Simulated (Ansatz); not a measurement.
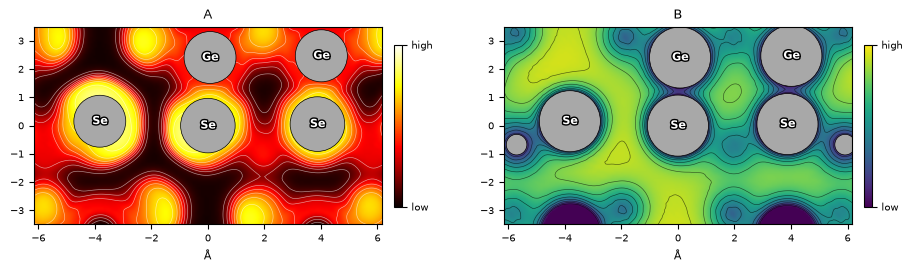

Ge2Se3: 2 fields on the (010) plane of the conventional cell, with unlabelled colour scales. Grey discs cover the atomic cores.

Space group Cc; built by placing these elements on a known structure type; not relaxed (largest force 1.9 eV/Å); computed pressure about 13 GPa in this cell.

Theory: DFT, PAW plane waves, PBE (Ansatz).

> Match the panels to the quantities (electron localisation function and electrostatic potential energy of an electron).

Panel A: electron localisation function. Panel B: electrostatic potential energy of an electron (low next to the atoms, rising into the space between them). From the grid: Ge–Se (2.41 Å): the ELF is about 0.65 at the midpoint.
